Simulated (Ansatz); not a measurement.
**Al: pressure series**

The reference is Al in the fcc (Cu type) structure (space group Fm-3m, No. 225; a = 4.0400 Å).

Cell and atoms are relaxed at each pressure.

All numbers come from DFT with PBE, PAW potentials and a 420 eV plane-wave cutoff in Ansatz (a first-principles code), no SOC, earlier PAW set.

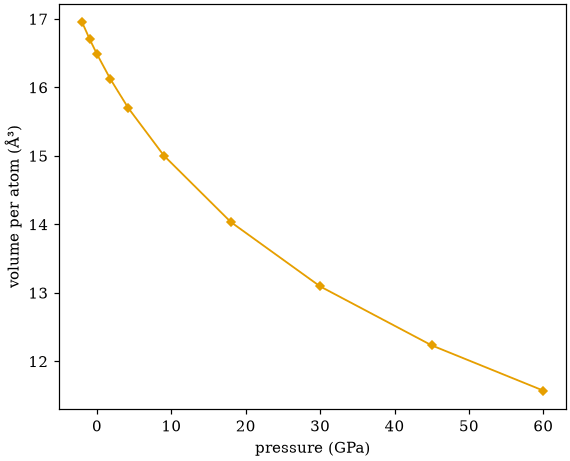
Fig. 1. Volume per atom against pressure

```tsv
pressure (GPa)	volume per atom
-2	16.95 Å³
-1	16.71 Å³
1.8	16.12 Å³
4.2	15.70 Å³
9	15.00 Å³
18	14.03 Å³
30	13.09 Å³
45	12.23 Å³
60	11.57 Å³
```

Load acts through the strain it causes; cell and atoms are relaxed under it. Stability against distortions was not tested. Competing high-pressure phases were not computed.
